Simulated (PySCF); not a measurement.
| atom | x (Å) | y (Å) | z (Å) |
| --- | --- | --- | --- |
| Si | 0.1680 | 0.2781 | 0.3434 |
| H | 0.1589 | 0.2395 | 1.8428 |
| C | 1.9435 | 0.2601 | -0.2800 |
| H | 2.4723 | -0.6442 | 0.0575 |
| H | 2.4991 | 1.1385 | 0.0846 |
| H | 1.9700 | 0.2777 | -1.3814 |
| C | -0.7016 | 1.8352 | -0.2569 |
| H | -0.1645 | 2.7399 | 0.0689 |
| H | -1.7298 | 1.8882 | 0.1324 |
| H | -0.7544 | 1.8516 | -1.3573 |
| C | -0.7468 | -1.2452 | -0.2547 |
| C | -1.2769 | -2.1676 | 0.5572 |
| H | -0.8587 | -1.3964 | -1.3382 |
| H | -1.2063 | -2.0817 | 1.6480 |
| H | -1.8056 | -3.0498 | 0.1778 |

Geometry: PBE0-D3(BJ)/def2-SVP.

Computed with PBE0/pcSseg-1, SCF density, gas phase, non-relativistic in PySCF.

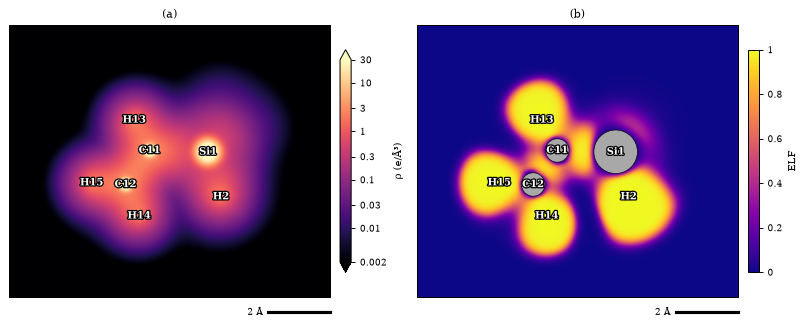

C4H10Si (SMILES [H][Si](C)(C)C=C). (a) electron density; (b) electron localisation function on the plane of atoms C11, C12 and H15. Grey discs cover the atomic cores in the ELF map.

**What does the map show?**

The plane passes through Si, H and C nuclei.
C–C (1.34 Å): ρ at the midpoint is about 2.2 e/Å³; the ELF peaks at about 0.90 between the atoms: a multiple bond.
C–Si (1.87 Å): ρ at the midpoint is about 0.95 e/Å³; the ELF peaks at about 0.95 between the atoms; a covalent bond.
C–H (1.10 Å): ρ at the midpoint is about 2 e/Å³; the ELF climbs to about 1 towards the hydrogen, as it does in any bond to H: a covalent bond by its length.
Si–H (1.50 Å): ρ is about 0.76 e/Å³ halfway; the ELF climbs to about 1 towards the hydrogen.
